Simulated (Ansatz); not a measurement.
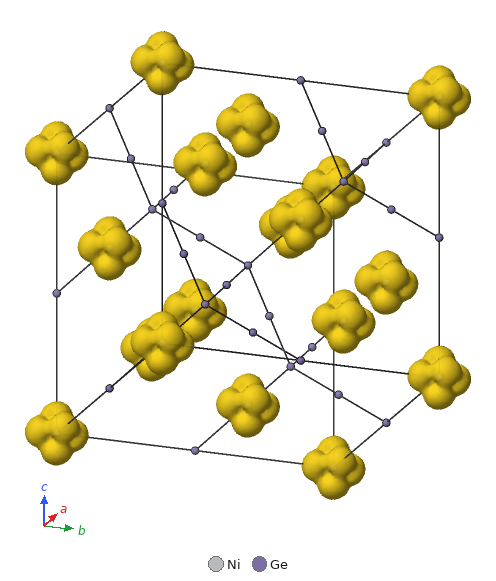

The picture shows: NiGe3. Isosurfaces of the spin density at +0.03 (yellow) and −0.03 e/Å³ (cyan), seen at an oblique angle. Sticks mark near contacts.

Space group Fd-3m; a structure generated by program, which may or may not match a known phase; the program warned that a lower state may break the symmetry and this state isn't the lowest known; spin-polarised.

These are results of DFT PBE, scalar-relativistic, plane waves, PAW (Ansatz), not measurements.

The density is the valence pseudo-density of a PAW calculation; it isn't the true density close to the nuclei.

**Where is the spin, and how is it ordered?**

The spin density sits on Ni: +1.3 μB (×8) in one cell of 32 atoms: parallel moments (a ferromagnetic arrangement) in this solution. The cell of the calculation (8 atoms) carries 2.6 μB of net spin moment. Only one sign reaches the isovalue.
